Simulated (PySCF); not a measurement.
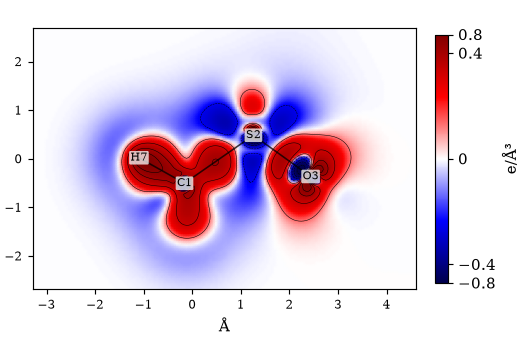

Figure 1: C2H5O2S, doublet, SMILES `[CH2]S(=O)OC`. Deformation density (molecule less spherical, spin-averaged free atoms) in the plane of C1, S2, O3 and H7; colour scale in e/Å³, logarithmic beyond ±0.1; red: gain, blue: loss.

Level of theory: PBE0/6-31+G* (PySCF), at a geometry from GFN2-xTB. No frequency check shows the geometry to be a minimum. The stability of the open-shell solution wasn't checked. GFN2-xTB bond lengths at metals and heavier atoms can be off by up to 0.1 Å and shapes distorted, which carries into these values. GFN2-xTB doesn't know the spin state, so this open-shell geometry is rough.

Q: How much density has each bond in this plane gained at its critical point, relative to the free atoms?

A: C1–H7: +0.69 e/Å³ at the bond critical point (bond length 1.07 Å). C1–S2: +0.41 e/Å³ at the bond critical point (bond length 1.73 Å). S2–O3: +0.15 e/Å³ at the bond critical point (bond length 1.45 Å). In all, 2.4 electrons gather in the regions of gain relative to the promolecule. A small or negative value marks a very polar bond, one between electron-rich atoms, whose free-atom densities already overlap strongly, a long bond to a heavier atom, or a closed-shell contact such as a hydrogen bond.
